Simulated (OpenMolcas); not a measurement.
# A workflow on SnCl2F2 (SMILES [F][Sn]([F])([Cl])[Cl])

Aim: a single-point energy (HF/ANO-R0), then a single-point energy (CASSCF(2,2)/ANO-R1), then the energy along one coordinate (CASPT2(2,2)/ANO-R1), then the energy along one coordinate (SC-NEVPT2(2,2)/ANO-R1), then the energy along one coordinate (MC-PDFT[tPBE](2,2)/ANO-R1) of SnCl2F2. 

The calculation is run with OpenMolcas 26.06.

**1. The system as given**

SnCl2F2 has 5 atoms, charge 0, and is taken as a singlet. SMILES: `[F][Sn]([F])([Cl])[Cl]`. Geometry: relaxed at PBE0-D4/def2-TZVP.

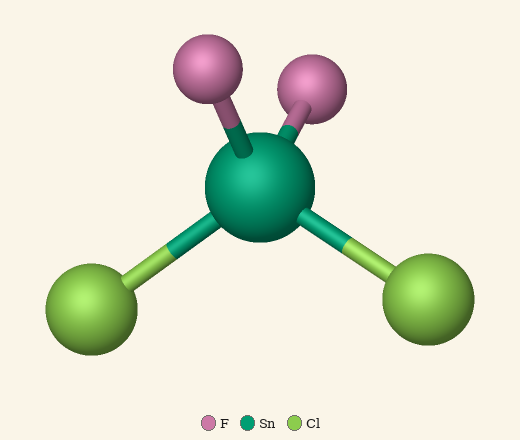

The structure, seen from a chosen angle (fluorine pink, tin teal, chlorine green).

**2. The energy at HF/ANO-R0 (sfX2C) (run 1)**

Contents of geom.xyz:

```xyz
5

F     -0.136000    -0.318500     1.871500
Sn     0.031600    -0.036600     0.013600
F      1.509000    -1.080200    -0.523100
Cl    -1.837700    -0.793000    -1.030000
Cl     0.483000     2.154700    -0.373400
```

Contents of step1.input:

```
&GATEWAY
Coord
geom.xyz
Basis
ANO-R0
Group
NoSym
&SEWARD
&SCF
PrOrbitals
0
&LOCALISATION
Occupied
Freeze
Pipek-Mezey
&LOCALISATION
FileOrb
$Project.LocOrb
Virtual
Pipek-Mezey
```

Launch:

```bash
$ export MOLCAS_MEM=1860
$ pymolcas step1.input > step1.log
```

What it wrote:

```text
--- Start Module: gateway ---
[...]
--- Stop Module: gateway /rc=_RC_ALL_IS_WELL_ ---
[...]
      Basis functions           55
[...]
       Convergence after  11 Iterations
[...]
::    Total SCF energy                              -7294.4453009392
[...]
      Total spin, S                                     0.0000000000
[...]
      Total electronic charge=  102.000000
      Total            charge=   -0.000000
[...]
      Dipole Moment (debye):
      Origin of the operator (angstrom)=   -0.0768    0.0731   -0.0958
                   X=  3.8018E-01               Y= -3.8471E-01               Z=  3.8410E-01           Total=  6.6338E-01
      Quadrupole Moment (debye*angstrom):
[...]
--- Start Module: localisation ---
[...]
--- Stop Module: localisation /rc=_RC_ALL_IS_WELL_ ---
--- Start Module: localisation ---
[...]
--- Stop Module: localisation /rc=_RC_ALL_IS_WELL_ ---
[...]
```

It took 12 s on 1 thread of AMD EPYC 7R43 (Zen 3), shared host; peak memory 0.41 GiB.

**3. A single-point energy at CASSCF(2,2)/ANO-R1 (sfX2C, RICD fitting) (run 2)**

geom.xyz is that of step 2.

Contents of step2.input:

```
>>> EXPORT MOLCAS_PRINT=2

&GATEWAY
  Coord
  geom.xyz
  Basis
  ANO-R0
  Group
  NoSym

&SEWARD

&RASSCF
  FileOrb
  $CurrDir/step1.LocOrb
  Alter
  2
  1 45 51
  1 52 55
  Spin
  1
  Nactel
  2 0 0
  Inactive
  50
  Ras2
  2
  OrbListing
  Nothing
>>> COPY $Project.RunFile RUNFIL1
>>> COPY $Project.RasOrb INPORB

&GATEWAY
  Coord
  geom.xyz
  Basis
  ANO-R1
  Group
  NoSym
  RICD

&SEWARD
>>> COPY $Project.RunFile RUNFIL2

&EXPBAS

&RASSCF
  FileOrb
  $Project.ExpOrb
  Spin
  1
  Nactel
  2 0 0
  Inactive
  50
  Ras2
  2
  OrbListing
  Nothing
  OrbAppear
  Compact
```

Launch:

```bash
$ export MOLCAS_MEM=1860
$ pymolcas step2.input > step2.log
```

What it wrote:

```text
--- Start Module: gateway ---
[...]
      Basis functions           55
[...]
      Number of active orbitals                  2
[...]
      Spin quantum number                      0.0
[...]
      Active orbitals                            2
[...]
      Number of CSFs                             3
[...]
      Number of root(s) required                 1
[...]
      Convergence after 15 iterations
[...]
      printout of CI-coefficients larger than  0.05 for root  1
      energy=   -7294.472406
      conf/sym  11     Coeff  Weight
             1  20   0.98365 0.96756
             3  02  -0.18010 0.03244
      Natural orbitals and occupation numbers for root  1
      sym 1:   1.935127   0.064873
      ************************************************************************************************************************
      *                                                    Final results                                                     *
[...]
::    RASSCF root number  1 Total energy:  -7294.47240646
[...]
      Basis functions          107
[...]
      Convergence after 20 iterations
[...]
      Natural orbitals and occupation numbers for root  1
      sym 1:   1.976643   0.023357
      ************************************************************************************************************************
      *                                                    Final results                                                     *
[...]
::    RASSCF root number  1 Total energy:  -7294.95300549
[...]
      Total electronic charge=  102.000000
      Total            charge=   -0.000000
[...]
      Dipole Moment (debye):
      Origin of the operator (angstrom)=   -0.0768    0.0731   -0.0958
                   X= -8.7250E-01               Y=  8.1950E-01               Z= -5.9395E-01           Total=  1.3363E+00
      Quadrupole Moment (debye*angstrom):
[...]
```

Wall time 46 s (1 thread of AMD EPYC 7R43 (Zen 3), shared host); peak memory 0.41 GiB.

**4. An energy scan at CASPT2(2,2)/ANO-R1 (sfX2C, RICD fitting, ipea shift 0.25 Eh, pt2 variant SS) (run 3)**

Contents of step3.inp:

```
* Cl2F2Sn CASPT2
>>> COPY $CurrDir/step2.RasOrb $Project.RasOrb
>>> ForEach K in (1, 2, 3, 4, 5, 6, 7, 8, 9)
&GATEWAY
Coord=$CurrDir/point$K.xyz
Basis=ANO-R1
Group=NoSym
RICD
&SEWARD
&RASSCF
FileOrb=$Project.RasOrb
Spin=1
Nactel=2 0 0
Inactive=50
Ras2=2
OrbListing=Nothing
OrbAppear=Compact
&CASPT2
Imaginary=0.2
Frozen=30
>>> EndDo
```

Launch:

```bash
$ export MOLCAS_MEM=1860
$ pymolcas step3.inp > step3.log
```

What it wrote:

```text
[...]
      Basis functions          107
[...]
      Number of active orbitals                  2
[...]
      Spin quantum number                      0.0
[...]
      Active orbitals                            2
[...]
      Number of CSFs                             3
[...]
      Number of root(s) required                 1
[...]
      Convergence after 17 iterations
[...]
      printout of CI-coefficients larger than  0.05 for root  1
      energy=   -7294.928591
      conf/sym  11     Coeff  Weight
             1  20   0.99641 0.99284
             3  02  -0.08464 0.00716
      Natural orbitals and occupation numbers for root  1
      sym 1:   1.985671   0.014329
      ************************************************************************************************************************
      *                                                    Final results                                                     *
[...]
::    RASSCF root number  1 Total energy:  -7294.92859080
[...]
::    CASPT2 Root  1     Total energy:  -7295.95617461
[...]
      Convergence after 16 iterations
[...]
      Natural orbitals and occupation numbers for root  1
      sym 1:   1.976618   0.023382
      ************************************************************************************************************************
      *                                                    Final results                                                     *
[...]
      Convergence after 13 iterations
[...]
      Convergence after 10 iterations
[...]
      Convergence after  9 iterations
[...]
::    RASSCF root number  1 Total energy:  -7294.82260996
[...]
::    CASPT2 Root  1     Total energy:  -7295.81606913
[...]
      Convergence after  7 iterations
[...]
::    RASSCF root number  1 Total energy:  -7294.82261849
[...]
      Reference weight:           0.79033
[...]
::    CASPT2 Root  1     Total energy:  -7295.81564464
[...]
```

Run time: 5 min. Hardware: 1 thread of AMD EPYC 7R43 (Zen 3), shared host; peak memory 0.27 GiB.

The scan, from its lowest point:

| Sn2–F1 (Å) | energy (kJ/mol) |
| --- | --- |
| 1.698 | 52.6 |
| 1.887 | 0.0 |
| 2.075 | 45.8 |
| 2.358 | 161.7 |
| 2.736 | 296.7 |
| 3.207 | 383.8 |
| 3.773 | 413.6 |
| 4.528 | 420.5 |
| 5.660 | 421.6 |

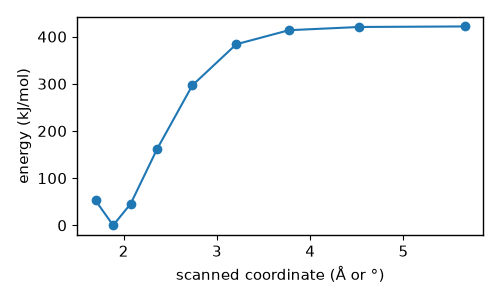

Energy along the scan.

**5. An energy scan at SC-NEVPT2(2,2)/ANO-R1 (sfX2C, RICD fitting, pt2 variant SC-NEVPT2) (run 4)**

Contents of step4.inp:

```
* Cl2F2Sn NEVPT2
>>> EXPORT MOLCAS_PRINT=2
>>> COPY $CurrDir/step2.RasOrb $Project.RasOrb
>>> ForEach K in (1, 2, 3, 4, 5, 6, 7, 8, 9)

&GATEWAY
  COORD = $CurrDir/point$K.xyz
  BASIS = ANO-R1
  GROUP = NoSym
  RICD

&SEWARD

&RASSCF
  FILEORB = $Project.RasOrb
  SPIN = 1
  NACTEL = 2 0 0
  INACTIVE = 50
  RAS2 = 2
  ORBLISTING = Nothing
  ORBAPPEAR = Compact

&CASPT2
  SC-NEVPT2
  FROZEN = 30
>>> EndDo
```

Launch:

```bash
$ export MOLCAS_MEM=1860
$ pymolcas step4.inp > step4.log
```

What it wrote:

```text
--- Start Module: gateway ---
[...]
      Basis functions          107
[...]
      Number of active orbitals                  2
[...]
      Spin quantum number                      0.0
[...]
      Active orbitals                            2
[...]
      Number of CSFs                             3
[...]
      Number of root(s) required                 1
[...]
      Convergence after 17 iterations
[...]
      printout of CI-coefficients larger than  0.05 for root  1
      energy=   -7294.928591
      conf/sym  11     Coeff  Weight
             1  20   0.99641 0.99284
             3  02  -0.08464 0.00716
      Natural orbitals and occupation numbers for root  1
      sym 1:   1.985671   0.014329
      ************************************************************************************************************************
      *                                                    Final results                                                     *
[...]
::    RASSCF root number  1 Total energy:  -7294.92859080
[...]
::    SC-NEVPT2 Root  1     Total energy:  -7295.95164183
[...]
      Convergence after 16 iterations
[...]
      Natural orbitals and occupation numbers for root  1
      sym 1:   1.976618   0.023382
      ************************************************************************************************************************
      *                                                    Final results                                                     *
[...]
      Convergence after 13 iterations
[...]
      Convergence after 10 iterations
[...]
      Convergence after  9 iterations
[...]
::    RASSCF root number  1 Total energy:  -7294.82260996
[...]
::    SC-NEVPT2 Root  1     Total energy:  -7295.81207424
[...]
      Convergence after  7 iterations
[...]
::    RASSCF root number  1 Total energy:  -7294.82261849
[...]
::    SC-NEVPT2 Root  1     Total energy:  -7295.81169912
[...]
```

It took 4.7 min on 1 thread of AMD EPYC 7R43 (Zen 3), shared host; peak memory 0.27 GiB.

The scan, from its lowest point:

| Sn2–F1 (Å) | energy (kJ/mol) |
| --- | --- |
| 1.698 | 59.0 |
| 1.887 | 0.0 |
| 2.075 | 42.0 |
| 2.358 | 158.2 |
| 2.736 | 300.8 |
| 3.207 | 390.6 |
| 3.773 | 419.3 |
| 4.528 | 425.4 |
| 5.660 | 426.4 |

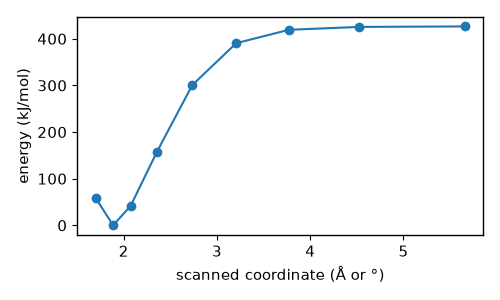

Energy along the scan.

**6. The energy along one coordinate at MC-PDFT[tPBE](2,2)/ANO-R1 (sfX2C, RICD fitting) (run 5)**

Contents of step5.inp:

```
* Cl2F2Sn MC-PDFT
>>> COPY $CurrDir/step2.RasOrb $Project.RasOrb
>>> ForEach K in (1, 2, 3, 4, 5, 6, 7, 8, 9)

&GATEWAY
  Coord = $CurrDir/point$K.xyz
  Basis = ANO-R1
  Group = NoSym
  RICD

&SEWARD

&RASSCF
  FileOrb = $Project.RasOrb
  Spin = 1
  Nactel = 2 0 0
  Inactive = 50
  Ras2 = 2
  OrbListing = Nothing
  OrbAppear = Compact

&MCPDFT
  KSDFT = T:PBE
>>> EndDo
```

Launch:

```bash
$ export MOLCAS_MEM=1860
$ pymolcas step5.inp > step5.log
```

What it wrote:

```text
--- Start Module: gateway ---
[...]
      Basis functions          107
[...]
      Number of active orbitals                  2
[...]
      Spin quantum number                      0.0
[...]
      Active orbitals                            2
[...]
      Number of CSFs                             3
[...]
      Number of root(s) required                 1
[...]
      Convergence after 17 iterations
[...]
      printout of CI-coefficients larger than  0.05 for root  1
      energy=   -7294.928591
      conf/sym  11     Coeff  Weight
             1  20   0.99641 0.99284
             3  02  -0.08464 0.00716
      Natural orbitals and occupation numbers for root  1
      sym 1:   1.985671   0.014329
      ************************************************************************************************************************
      *                                                    Final results                                                     *
[...]
::    RASSCF root number  1 Total energy:  -7294.92859080
[...]
::    MCPDFT root number  1 Total energy:  -7298.83623190
[...]
      Convergence after 16 iterations
[...]
      Natural orbitals and occupation numbers for root  1
      sym 1:   1.976618   0.023382
      ************************************************************************************************************************
      *                                                    Final results                                                     *
[...]
      Convergence after 13 iterations
[...]
      Convergence after 10 iterations
[...]
      Convergence after  9 iterations
[...]
::    RASSCF root number  1 Total energy:  -7294.82260996
[...]
::    MCPDFT root number  1 Total energy:  -7298.69437970
[...]
      Convergence after  7 iterations
[...]
::    RASSCF root number  1 Total energy:  -7294.82261849
[...]
::    MCPDFT root number  1 Total energy:  -7298.69403546
[...]
```

It took 4.9 min on 1 thread of AMD EPYC 7R43 (Zen 3), shared host; peak memory 0.27 GiB.

The scan, from its lowest point:

| Sn2–F1 (Å) | energy (kJ/mol) |
| --- | --- |
| 1.698 | 70.0 |
| 1.887 | 0.0 |
| 2.075 | 30.3 |
| 2.358 | 130.2 |
| 2.736 | 272.4 |
| 3.207 | 389.4 |
| 3.773 | 433.0 |
| 4.528 | 442.4 |
| 5.660 | 443.3 |

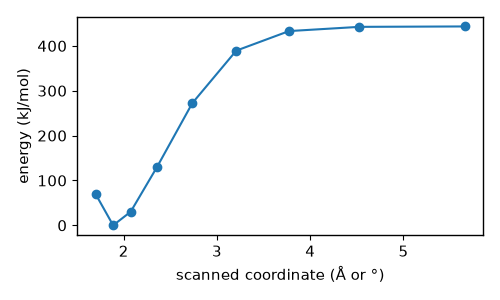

Energy along the scan.

**7. Outcome**

```
                                                   quantity           value
                             run 1, HF/ANO-R0: total energy  -7294.44530 Eh
                            run 1, HF/ANO-R0: dipole moment          0.66 D
                              run 1, HF/ANO-R0: HOMO energy       -11.69 eV
                              run 1, HF/ANO-R0: LUMO energy         2.20 eV
                            run 1, HF/ANO-R0: HOMO–LUMO gap        13.89 eV
                    run 2, CASSCF(2,2)/ANO-R1: total energy  -7294.95301 Eh
  run 2, CASSCF(2,2)/ANO-R1: dipole moment (CASSCF density)          1.34 D
       run 3, CASPT2(2,2)/ANO-R1: lowest energy of the scan  -7295.97622 Eh
    run 4, SC-NEVPT2(2,2)/ANO-R1: lowest energy of the scan  -7295.97411 Eh
run 5, MC-PDFT[tPBE](2,2)/ANO-R1: lowest energy of the scan  -7298.86290 Eh
```

In words: Mulliken charges (run 1, HF/ANO-R0) run from -0.33 on F1 to +1.27 on Sn2. Mulliken charges (run 2, CASSCF(2,2)/ANO-R1) run from -0.50 on F3 to +1.57 on Sn2.
